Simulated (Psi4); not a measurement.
# Interaction calculation of SiH3OF2 (charge −1) (part 2 of 2)

SiH3OF2, charge −1; SAPT0/jun-cc-pVDZ, RHF (Psi4 1.11). 

Geometry of the input (Å):
```
O  -0.2832  0.4135  1.4695
Si -0.0067  0.0098  0.0349
H  0.4399  -1.3460  -0.3762
H  -0.1500  0.9227  -1.1283
F  5.4765  0.9540  -1.5095
H  5.9951  0.8073  -0.5014
F  6.5138  0.6606  0.5067
```

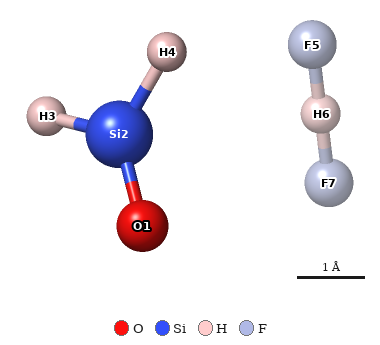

*The input geometry (ball-and-stick view, seen at a tilt; atoms are numbered from 1 in the order of the input).*

Log, continued:
```
       Center              X                  Y                   Z               Mass
    ------------   -----------------  -----------------  -----------------  -----------------
      Gh(O)          -0.283200000000     0.413500000000     1.469520000000    15.994914619570
      Gh(SI)         -0.006700000000     0.009800000000     0.034920000000    27.976926534650
      Gh(H)           0.439900000000    -1.346000000000    -0.376180000000     1.007825032230
      Gh(H)          -0.150000000000     0.922700000000    -1.128280000000     1.007825032230
         F            5.476500000000     0.954050000000    -1.509530000000    18.998403162730
         H            5.995140000000     0.807320000000    -0.501420000000     1.007825032230
         F            6.513780000000     0.660590000000     0.506690000000    18.998403162730

  Running in c1 symmetry.

  Rotational constants: A =      0.20038  B =      0.01160  C =      0.01108 [cm^-1]
  Rotational constants: A =   6007.20814  B =    347.74287  C =    332.05846 [MHz]
  Nuclear repulsion =   27.080205246852866

  Charge       = -1
  Multiplicity = 1
  Electrons    = 20
  Nalpha       = 10
  Nbeta        = 10

  ==> Iterations <==

                           Total Energy        Delta E     RMS |[F,P]|

   @DF-RHF iter SAD:  -198.58955990616909   -1.98590e+02   0.00000e+00
   @DF-RHF iter   1:  -199.42809924036234   -8.38539e-01   5.72435e-03 ADIIS/DIIS
   @DF-RHF iter   2:  -199.48787325383341   -5.97740e-02   3.91830e-03 ADIIS/DIIS
   @DF-RHF iter   3:  -199.52432444322400   -3.64512e-02   1.37597e-04 ADIIS/DIIS
   @DF-RHF iter   4:  -199.52445856149944   -1.34118e-04   3.55510e-05 DIIS
   @DF-RHF iter   5:  -199.52446447499293   -5.91349e-06   4.39519e-06 DIIS
   @DF-RHF iter   6:  -199.52446463329608   -1.58303e-07   9.78671e-07 DIIS
   @DF-RHF iter   7:  -199.52446464117384   -7.87776e-09   1.25145e-07 DIIS
   @DF-RHF iter   8:  -199.52446464122502   -5.11875e-11   6.00086e-08 DIIS
   @DF-RHF iter   9:  -199.52446464123622   -1.11982e-11   7.29545e-09 DIIS
  Energy and wave function converged.

  ==> Post-Iterations <==

    Orbital Energies [Eh]
    ---------------------

    Doubly Occupied:

       1A    -25.971329     2A    -25.971306     3A     -1.265060
       4A     -1.219024     5A     -0.470690     6A     -0.332714
       7A     -0.332702     8A     -0.306625     9A     -0.306624
      10A     -0.286248

    Virtual:

      11A      0.110664    12A      0.135239    13A      0.136105
      14A      0.162709    15A      0.248678    16A      0.269086
      17A      0.278304    18A      0.292639    19A      0.347919
      20A      0.354274    21A      0.367450    22A      0.413102
      23A      0.425515    24A      0.434179    25A      0.449289
      26A      0.449771    27A      0.470918    28A      0.486216
      29A      0.493486    30A      0.502628    31A      0.524643
      32A      0.708201    33A      0.802964    34A      0.817894
      35A      0.935813    36A      0.946104    37A      0.950482
      38A      1.008436    39A      1.042213    40A      1.107115
      41A      1.148083    42A      1.175174    43A      1.236836
      44A      1.281900    45A      1.303983    46A      1.314342
      47A      1.674269    48A      1.739210    49A      1.745744
      50A      1.900204    51A      1.912832    52A      1.952335
      53A      1.992047    54A      1.996750    55A      2.091249
      56A      2.097097    57A      2.124123    58A      2.135929
      59A      2.141403    60A      2.152856    61A      2.361130
      62A      2.673697    63A      2.688664    64A      2.848251
      65A      2.951365    66A      2.998043    67A      3.242726
      68A      4.248036    69A      4.255304    70A      4.283938
      71A      4.283993    72A      4.302122    73A      4.302126
      74A      4.302230    75A      4.302265    76A      4.427439
      77A      4.536544    78A      4.548841    79A      4.548853
      80A      4.550622    81A      4.798222    82A      5.067325
      83A      5.607396    84A      5.611071    85A      5.638759
      86A      5.765691    87A     13.851942    88A     14.247446
      89A     14.661747    90A     33.498997    91A    103.700879

    Final Occupation by Irrep:
              A
    DOCC [    10 ]
    NA   [    10 ]
    NB   [    10 ]

  @DF-RHF Final Energy:  -199.52446464123622

   => Energetics <=

    Nuclear Repulsion Energy =             27.0802052468528665
    One-Electron Energy =                -340.2846967057878373
    Two-Electron Energy =                 113.6800268176987458
    Total Energy =                       -199.5244646412362215

Computation Completed

Properties will be evaluated at   0.000000,   0.000000,   0.000000 [a0]

Properties computed using the SCF density matrix

 Multipole Moments:

 ------------------------------------------------------------------------------------
     Multipole            Electronic (a.u.)      Nuclear  (a.u.)        Total (a.u.)
 ------------------------------------------------------------------------------------

 L = 1.  Multiply by 2.5417464519 to convert [e a0] to [Debye]
 Dipole X            :       -226.5849362          215.2542810          -11.3306552
 Dipole Y            :        -30.5125292           28.9866602           -1.5258690
 Dipole Z            :         18.9513416          -18.0033830            0.9479586
 Magnitude           :                                                   11.4721684

 ------------------------------------------------------------------------------------

	total time  =          0 seconds =       0.00 minutes
  Constructing Basis Sets for SAPT...

   => Loading Basis Set <=

    Name: (JUN-CC-PVDZ AUX)
    Role: RIFIT
    Keyword: DF_BASIS_SAPT

   => Loading Basis Set <=

    Name: (JUN-CC-PVDZ AUX)
    Role: JKFIT
    Keyword: DF_BASIS_ELST

  //>>>>>>>>>>>>>>>>>>>>>>>>>>>>>>>>>>>//
  //               SAPT0               //
  //<<<<<<<<<<<<<<<<<<<<<<<<<<<<<<<<<<<//

        SAPT0
     6 June 2009

      Orbital Information
  --------------------------
    NSO        =        91
    NMO        =        91
    NRI        =       322
    NRI (Elst) =       427
    NOCC A     =        12
    NOCC B     =        10
    FOCC A     =         6
    FOCC B     =         2
    NVIR A     =        79
    NVIR B     =        81

    Elst10,r            =    -0.005562600454 [Eh]
    Exch10              =     0.000000385853 [Eh]
    Exch10 (S^2)        =     0.000000385853 [Eh]

    Maxiter = 50
    CPHF R converge = 1.000000E-08

    Iter     Energy [mEh]          dE [mEh]         Residual      Time [s]
       1      -0.42733280       0.427332795     4.641926e-03             0
       2      -0.43844299       0.011110190     1.816056e-03             0
       3      -0.47130230       0.032859320     7.019539e-04             0
       4      -0.47641561       0.005113310     2.744554e-04             0
       5      -0.47308133      -0.003334286     5.148718e-05             0
       6      -0.47371867       0.000637346     1.219002e-05             0
       7      -0.47362374      -0.000094932     3.225280e-06             0
       8      -0.47362851       0.000004769     8.006536e-07             0
       9      -0.47363262       0.000004110     1.969222e-07             0
      10      -0.47363103      -0.000001595     6.439320e-08             0
      11      -0.47363144       0.000000409     1.421250e-08             0
      12      -0.47363138      -0.000000055     3.430142e-09             0

    CHF Iterations converged

    Maxiter = 50
    CPHF R converge = 1.000000E-08

    Iter     Energy [mEh]          dE [mEh]         Residual      Time [s]
       1      -0.00728172       0.007281722     6.975215e-04             0
       2      -0.01026458       0.002982863     4.019661e-04             0
       3      -0.01074267       0.000478081     7.408091e-05             0
       4      -0.01072265      -0.000020016     2.166463e-05             0
       5      -0.01070822      -0.000014433     3.797717e-06             0
       6      -0.01071217       0.000003955     4.775982e-07             0
       7      -0.01071193      -0.000000246     1.048380e-07             0
       8      -0.01071192      -0.000000004     3.448578e-08             0
       9      -0.01071193       0.000000006     8.416632e-09             0

    CHF Iterations converged

    Ind20,r (A<-B)      =    -0.000473631382 [Eh]
    Ind20,r (B<-A)      =    -0.000010711929 [Eh]
    Ind20,r             =    -0.000484343311 [Eh]
    Exch-Ind20,r (A<-B) =     0.000000048595 [Eh]
    Exch-Ind20,r (B<-A) =     0.000000128867 [Eh]
    Exch-Ind20,r        =     0.000000177462 [Eh]
    Disp20              =    -0.000031300170 [Eh]
    Disp20 (SS)         =    -0.000015650085 [Eh]
    Disp20 (OS)         =    -0.000015650085 [Eh]
    Exch-Disp20         =     0.000000086348 [Eh]
    Exch-Disp20 (SS)    =     0.000000066113 [Eh]
    Exch-Disp20 (OS)    =     0.000000020234 [Eh]

    SAPT Results
  --------------------------------------------------------------------------------------------------------
    Electrostatics                 -5.56260045 [mEh]      -3.49058448 [kcal/mol]     -14.60460548 [kJ/mol]
      Elst10,r                     -5.56260045 [mEh]      -3.49058448 [kcal/mol]     -14.60460548 [kJ/mol]

    Exchange                        0.00038585 [mEh]       0.00024213 [kcal/mol]       0.00101306 [kJ/mol]
      Exch10                        0.00038585 [mEh]       0.00024213 [kcal/mol]       0.00101306 [kJ/mol]
      Exch10(S^2)                   0.00038585 [mEh]       0.00024213 [kcal/mol]       0.00101306 [kJ/mol]

    Induction                      -0.48009201 [mEh]      -0.30126229 [kcal/mol]      -1.26048141 [kJ/mol]
      Ind20,r                      -0.48434331 [mEh]      -0.30393002 [kcal/mol]      -1.27164319 [kJ/mol]
      Exch-Ind20,r                  0.00017746 [mEh]       0.00011136 [kcal/mol]       0.00046593 [kJ/mol]
      delta HF,r (2)                0.00407383 [mEh]       0.00255637 [kcal/mol]       0.01069585 [kJ/mol]

    Dispersion                     -0.03121382 [mEh]      -0.01958697 [kcal/mol]      -0.08195188 [kJ/mol]
      Disp20                       -0.03130017 [mEh]      -0.01964115 [kcal/mol]      -0.08217858 [kJ/mol]
      Exch-Disp20                   0.00008635 [mEh]       0.00005418 [kcal/mol]       0.00022671 [kJ/mol]
      Disp20 (SS)                  -0.01565008 [mEh]      -0.00982058 [kcal/mol]      -0.04108929 [kJ/mol]
      Disp20 (OS)                  -0.01565008 [mEh]      -0.00982058 [kcal/mol]      -0.04108929 [kJ/mol]
      Exch-Disp20 (SS)              0.00006611 [mEh]       0.00004149 [kcal/mol]       0.00017358 [kJ/mol]
      Exch-Disp20 (OS)              0.00002023 [mEh]       0.00001270 [kcal/mol]       0.00005313 [kJ/mol]

  Total HF                         -6.04230661 [mEh]      -3.79160464 [kcal/mol]     -15.86407383 [kJ/mol]
  Total SAPT0                      -6.07352044 [mEh]      -3.81119161 [kcal/mol]     -15.94602571 [kJ/mol]

  Special recipe for scaled SAPT0 (see Manual):
    Electrostatics sSAPT0          -5.56260045 [mEh]      -3.49058448 [kcal/mol]     -14.60460548 [kJ/mol]
    Exchange sSAPT0                 0.00038585 [mEh]       0.00024213 [kcal/mol]       0.00101306 [kJ/mol]
    Induction sSAPT0               -0.48009201 [mEh]      -0.30126229 [kcal/mol]      -1.26048141 [kJ/mol]
    Dispersion sSAPT0              -0.03121382 [mEh]      -0.01958697 [kcal/mol]      -0.08195188 [kJ/mol]
  Total sSAPT0                     -6.07352044 [mEh]      -3.81119161 [kcal/mol]     -15.94602571 [kJ/mol]
  --------------------------------------------------------------------------------------------------------

	total time  =          2 seconds =       0.03 minutes

Warning! sapt0 does not have an associated derived wavefunction. The returned wavefunction is the dimer SCF wavefunction.

  Variable Map:
  ----------------------------------------------------------------------------
  "CURRENT ENERGY"                    =>      -0.006073520437
  "CURRENT REFERENCE ENERGY"          =>    -199.524464641236
  "DD SOLVATION ENERGY"               =>       0.000000000000
  "HF KINETIC ENERGY"                 =>     199.371933032534
  "HF POTENTIAL ENERGY"               =>    -398.896397673770
  "HF TOTAL ENERGY"                   =>    -199.524464641236
  "HF VIRIAL RATIO"                   =>       2.000765060590
  "NUCLEAR REPULSION ENERGY"          =>      27.080205246853
  "ONE-ELECTRON ENERGY"               =>    -340.284696705788
  "PCM POLARIZATION ENERGY"           =>       0.000000000000
  "PE ENERGY"                         =>       0.000000000000
  "SAPT ALPHA"                        =>       0.000000000000
  "SAPT CT ENERGY"                    =>      -0.000484165849
  "SAPT DISP ENERGY"                  =>      -0.000031213822
  "SAPT DISP20 ENERGY"                =>      -0.000031300170
  "SAPT ELST ENERGY"                  =>      -0.005562600454
  "SAPT ELST10,R ENERGY"              =>      -0.005562600454
  "SAPT ENERGY"                       =>       0.000000000000
  "SAPT EXCH ENERGY"                  =>       0.000000385853
  "SAPT EXCH-DISP20 ENERGY"           =>       0.000000086348
  "SAPT EXCH-IND20,R ENERGY"          =>       0.000000177462
  "SAPT EXCH10 ENERGY"                =>       0.000000385853
  "SAPT EXCH10(S^2) ENERGY"           =>       0.000000385853
  "SAPT EXCHSCAL"                     =>       1.000000000000
  "SAPT EXCHSCAL1"                    =>       1.000000000000
  "SAPT EXCHSCAL3"                    =>       1.000000000000
  "SAPT HF TOTAL ENERGY"              =>      -0.006042306615
  "SAPT HF(2) ALPHA=0.0 ENERGY"       =>       0.000004073835
  "SAPT HF(2) ENERGY"                 =>       0.000004073835
  "SAPT IND ENERGY"                   =>      -0.000480092014
  "SAPT IND20,R ENERGY"               =>      -0.000484343311
  "SAPT SAME-SPIN DISP20 ENERGY"      =>      -0.000015650085
  "SAPT SAME-SPIN EXCH-DISP20 ENERGY" =>       0.000000066113
  "SAPT TOTAL ENERGY"                 =>      -0.006073520437
  "SAPT0 DISP ENERGY"                 =>      -0.000031213822
  "SAPT0 ELST ENERGY"                 =>      -0.005562600454
  "SAPT0 EXCH ENERGY"                 =>       0.000000385853
  "SAPT0 IND ENERGY"                  =>      -0.000480092014
  "SAPT0 TOTAL ENERGY"                =>      -0.006073520437
  "SAPT2 DISP ENERGY"                 =>      -0.000031213822
  "SCF ITERATION ENERGY"              =>    -199.524464641236
  "SCF ITERATIONS"                    =>       9.000000000000
  "SCF TOTAL ENERGY"                  =>    -199.524464641236
  "SCS-SAPT0 DISP ENERGY"             =>      -0.000029041242
  "SCS-SAPT0 ELST ENERGY"             =>      -0.005562600454
  "SCS-SAPT0 EXCH ENERGY"             =>       0.000000385853
  "SCS-SAPT0 IND ENERGY"              =>      -0.000480092014
  "SCS-SAPT0 TOTAL ENERGY"            =>      -0.006071347857
  "SSAPT0 DISP ENERGY"                =>      -0.000031213822
  "SSAPT0 ELST ENERGY"                =>      -0.005562600454
  "SSAPT0 EXCH ENERGY"                =>       0.000000385853
  "SSAPT0 IND ENERGY"                 =>      -0.000480092014
  "SSAPT0 TOTAL ENERGY"               =>      -0.006073520437
  "TWO-ELECTRON ENERGY"               =>     113.680026817699

  Array Variable Map:
  ----------------------------------------------------------------------------
  "CURRENT DIPOLE"                    =>     -11.330655183846 ... 0.947958583350 1 by 3
  "SCF DIPOLE"                        =>     -11.330655183846 ... 0.947958583350 1 by 3
  "SCF TOTAL ENERGIES"                =>    -198.589559906169 ... -199.524464641236 1 by 10

    Psi4 run time: 0:00:04.69

[set-up sections that repeat, and orbital energies of the middle runs, are left out above]
```

Results in brief:

```json
{"quantity": "outcome", "value": "converged"}
{"quantity": "SCF energy", "value": "−564.463556 hartree"}
{"quantity": "basis functions", "value": "91"}
{"quantity": "wall time", "value": "6 s"}
{"quantity": "peak memory", "value": "0.28 GiB"}
```
